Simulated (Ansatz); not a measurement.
# CH6NO3Ta: how energies converge with the basis set

Aim: see how fast density functionals converge with the basis set for CH6NO3Ta.

Method: one geometry, several basis sets; program: Ansatz 0.2.0, Gaussian basis.

The runs, in order: PBE0-D4/def2-SVP; ωB97M-V/def2-SVP; PBE0-D4/def2-QZVPP; ωB97M-V/def2-QZVPP; the functionals' def2-TZVPP values are taken from earlier runs.

## Step 1: The relaxed structure

All runs share one geometry, relaxed beforehand with PBE0-D4 in a triple-zeta def2 set. Ta takes the def2 core potential; no spin-orbit term is included.

SMILES `C[N]=[Ta]([OH])([OH])[OH]`, 12 atoms, charge 0, spin multiplicity 1.

Atoms are counted from 1 here; the program's logs count them from 0.

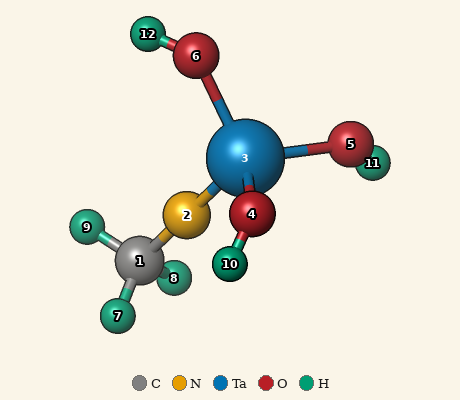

The geometry (carbon grey, nitrogen amber, tantalum blue, oxygen red, hydrogen teal); atoms are numbered from 1 in the order of the file.

## Step 2: PBE0-D4 in def2-SVP

Input file in.yaml:

```yaml
crystal:
  periodic: [false, false, false]
  atoms:
    - {symbol: C, position_ang: [-0.324778, -1.963672, 0.581530]}
    - {symbol: N, position_ang: [-0.097787, -0.622010, 0.185181]}
    - {symbol: Ta, position_ang: [0.185112, 1.051942, -0.309293]}
    - {symbol: O, position_ang: [1.929053, 1.191736, -1.094693]}
    - {symbol: O, position_ang: [-1.145668, 1.564252, -1.591587]}
    - {symbol: O, position_ang: [0.074502, 2.191388, 1.229260]}
    - {symbol: H, position_ang: [0.542672, -2.597886, 0.363427]}
    - {symbol: H, position_ang: [-1.187122, -2.395000, 0.059428]}
    - {symbol: H, position_ang: [-0.522313, -2.035335, 1.657687]}
    - {symbol: H, position_ang: [2.596271, 0.521595, -1.234737]}
    - {symbol: H, position_ang: [-1.873511, 1.063109, -1.956260]}
    - {symbol: H, position_ang: [-0.099434, 1.974678, 2.143955]}
basis:
  gaussian: {orbitals: def2-SVP}
hamiltonian: {xc: pbe0, dispersion: d4}
output: {orbitals: {seedname: orbitals}}
```

Launch:

```sh
$ ansatz run in.yaml --threads 4 --pin off --events-out ev --progress --plain --max-ram 11315MiB
```

What it wrote:

```text
Functional definition: PBE0
  name "PBE0"
  cite "Adamo & Barone, J. Chem. Phys. 110, 6158 (1999) doi:10.1063/1.478522"
  cite "Perdew, Burke & Ernzerhof, Phys. Rev. Lett. 77, 3865 (1996) doi:10.1103/PhysRevLett.77.3865"
  parent pbe
  parameter a = 0.25
  parameter kappa = 0.804
  parameter beta = 0.06672455060314922
  exchange = (1 - a)*pbe_x(kappa = kappa, mu = beta*pi^2/3) + a*exact_x
  correlation = pbe_c(beta = beta)
1437 factors; their error is unknown
mean field evaluation 1: about -10286.6492 eV, gradient 1.0e2 eV
mean field evaluation 2: about -10201.8540 eV, gradient 2.2e2 eV
mean field evaluation 4: about -10305.3516 eV, gradient 1.9e1 eV
mean field evaluation 8: about -10306.0970 eV, gradient 3.1e-1 eV
mean field evaluation 16: about -10306.2242 eV, gradient 2.3e-4 eV
mean field -10306.22422154 eV, -378.7467543319 hartree, gradient 4.0e-5 eV, S^2 0.000000; 0 other end points of the search recorded, 0 dependent functions left out
reference -10306.22427050 eV, -378.7467561311 hartree; 28, 28 occupied and 104, 104 virtual orbitals, 1437 factors
Total energy: -10306.43766580 eV, -378.7545982638 hartree
```

It took 1.6 s on 4 threads of Intel Xeon Platinum 8259CL at 2.50GHz, shared host.

## Step 3: ωB97M-V in def2-SVP

Edit in.yaml of step 2 so:

```diff
@@ -17,3 +17,3 @@
   gaussian: {orbitals: def2-SVP}
-hamiltonian: {xc: pbe0, dispersion: d4}
+hamiltonian: {xc: {name: wB97M-V}}
 output: {orbitals: {seedname: orbitals}}
```

The command is unchanged.

What it wrote, cut to the lines that bear on the results:

```text
Functional definition: wB97M-V
  name "wB97M-V"
  cite "Mardirossian & Head-Gordon, J. Chem. Phys. 144, 214110 (2016) doi:10.1063/1.4952647"
  cite "Becke, J. Chem. Phys. 107, 8554 (1997) doi:10.1063/1.475007"
  cite "Vydrov & Van Voorhis, J. Chem. Phys. 133, 244103 (2010) doi:10.1063/1.3521275"
  # Of w^i u^j: cxij and so on, Table III.
[...]
  gx(w, u) = 1 - cx + cx01*u + cx10*w
  gss(w, u) = css00 + css04*u^4 + css10*w + css20*w^2 + css43*w^4*u^3
  gos(w, u) = cos00 + cos10*w + (cos20 + cos21*u)*w^2 + (cos60 + cos61*u)*w^6
[...]
      + integral(e_c_pw_mod_opposite_spin*gos(b97_w_opposite, b97_u_opposite)) + vv10(b, c)
1411 factors; their error is unknown
326 factors; integrals over basis functions are off by at most 8.7e-6 eV
[...]
mean field -10310.48541693 eV, -378.9033503743 hartree, gradient 2.2e-5 eV, S^2 0.000000; 0 other end points of the search recorded, 0 dependent functions left out
reference -10310.48549518 eV, -378.9033532499 hartree; 28, 28 occupied and 104, 104 virtual orbitals, 1411 factors
Total energy: -10310.48549518 eV, -378.9033532499 hartree
```

Run time: 6.5 s. Hardware: 4 threads of Intel Xeon Platinum 8259CL at 2.50GHz, shared host.

## Step 4: PBE0-D4 in def2-QZVPP

Edit in.yaml of step 3 so:

```diff
@@ -16,4 +16,4 @@
 basis:
-  gaussian: {orbitals: def2-SVP}
-hamiltonian: {xc: {name: wB97M-V}}
+  gaussian: {orbitals: "def2-QZVPP.json"}
+hamiltonian: {xc: pbe0, dispersion: d4}
 output: {orbitals: {seedname: orbitals}}
```

Launched as before.

What it wrote:

```text
Functional definition: PBE0
  name "PBE0"
  cite "Adamo & Barone, J. Chem. Phys. 110, 6158 (1999) doi:10.1063/1.478522"
  cite "Perdew, Burke & Ernzerhof, Phys. Rev. Lett. 77, 3865 (1996) doi:10.1103/PhysRevLett.77.3865"
  parent pbe
  parameter a = 0.25
  parameter kappa = 0.804
  parameter beta = 0.06672455060314922
  exchange = (1 - a)*pbe_x(kappa = kappa, mu = beta*pi^2/3) + a*exact_x
  correlation = pbe_c(beta = beta)
1737 factors; their error is unknown
mean field evaluation 1: about -10293.0979 eV, gradient 1.2e2 eV
mean field evaluation 2: about -10180.5016 eV, gradient 2.6e2 eV
mean field evaluation 4: about -10316.2027 eV, gradient 3.0e1 eV
mean field evaluation 8: about -10317.8778 eV, gradient 1.2e-1 eV
mean field evaluation 16: about -10317.8919 eV, gradient 1.4e-4 eV
mean field -10317.89192218 eV, -379.1755344216 hartree, gradient 3.2e-5 eV, S^2 0.000000; 0 other end points of the search recorded, 0 dependent functions left out
reference -10317.89196745 eV, -379.1755360853 hartree; 28, 28 occupied and 518, 518 virtual orbitals, 1737 factors
Total energy: -10318.10536275 eV, -379.1833782180 hartree
```

Run time: 11 s. Hardware: 4 threads of Intel Xeon Platinum 8259CL at 2.50GHz, shared host; peak memory 2.1 GiB.

## Step 5: ωB97M-V in def2-QZVPP

Edit in.yaml of step 4 so:

```diff
@@ -17,3 +17,3 @@
   gaussian: {orbitals: "def2-QZVPP.json"}
-hamiltonian: {xc: pbe0, dispersion: d4}
+hamiltonian: {xc: {name: wB97M-V}}
 output: {orbitals: {seedname: orbitals}}
```

Same command.

What it wrote, cut to the lines that bear on the results:

```text
Functional definition: wB97M-V
  name "wB97M-V"
  cite "Mardirossian & Head-Gordon, J. Chem. Phys. 144, 214110 (2016) doi:10.1063/1.4952647"
  cite "Becke, J. Chem. Phys. 107, 8554 (1997) doi:10.1063/1.475007"
  cite "Vydrov & Van Voorhis, J. Chem. Phys. 133, 244103 (2010) doi:10.1063/1.3521275"
  # Of w^i u^j: cxij and so on, Table III.
[...]
  gx(w, u) = 1 - cx + cx01*u + cx10*w
  gss(w, u) = css00 + css04*u^4 + css10*w + css20*w^2 + css43*w^4*u^3
  gos(w, u) = cos00 + cos10*w + (cos20 + cos21*u)*w^2 + (cos60 + cos61*u)*w^6
[...]
      + integral(e_c_pw_mod_opposite_spin*gos(b97_w_opposite, b97_u_opposite)) + vv10(b, c)
1681 factors; their error is unknown
448 factors; integrals over basis functions are off by at most 7.5e-6 eV
[...]
mean field -10322.46484270 eV, -379.3435861513 hartree, gradient 4.7e-5 eV, S^2 0.000000; 0 other end points of the search recorded, 0 dependent functions left out
reference -10322.46491602 eV, -379.3435888458 hartree; 28, 28 occupied and 518, 518 virtual orbitals, 1681 factors
Total energy: -10322.46491602 eV, -379.3435888458 hartree
```

Run time: 23 s. Hardware: 4 threads of Intel Xeon Platinum 8259CL at 2.50GHz, shared host; peak memory 2.6 GiB.

## Step 6: Functionals by basis

The def2-TZVPP values come from earlier runs at the same geometry.

```
functional       basis  functions  energy (eV)  from the largest (eV)  HOMO (eV)  LUMO (eV)
   PBE0-D4    def2-SVP        132  -10306.4377                 11.668      -7.10       0.11
   PBE0-D4  def2-TZVPP        295  -10317.5907                  0.515      -7.11      -0.04
   PBE0-D4  def2-QZVPP        546  -10318.1054                  0.000      -7.14      -0.34
   ωB97M-V    def2-SVP        132  -10310.4855                 11.979      -9.35       1.43
   ωB97M-V  def2-TZVPP        295  -10321.9727                  0.492      -9.37       1.20
   ωB97M-V  def2-QZVPP        546  -10322.4649                  0.000      -9.41       0.59
```

## Step 7: Results

| quantity | value |
| --- | --- |
| PBE0-D4: double and triple zeta above quadruple | 11.67, 0.51 eV |
| ωB97M-V: double and triple zeta above quadruple | 11.98, 0.49 eV |

For PBE0-D4 the step from double to triple zeta gains 11.15 eV and the next only 0.51 eV. Total energies overstate the basis error of differences, where much of it tends to cancel. The LUMO of ωB97M-V is positive and keeps falling with the basis (1.43 to 0.59 eV): an unbound level that the basis holds in place.

For PBE0-D4 the largest set took about 7 times as long as the smallest (11 s against 1.6 s).
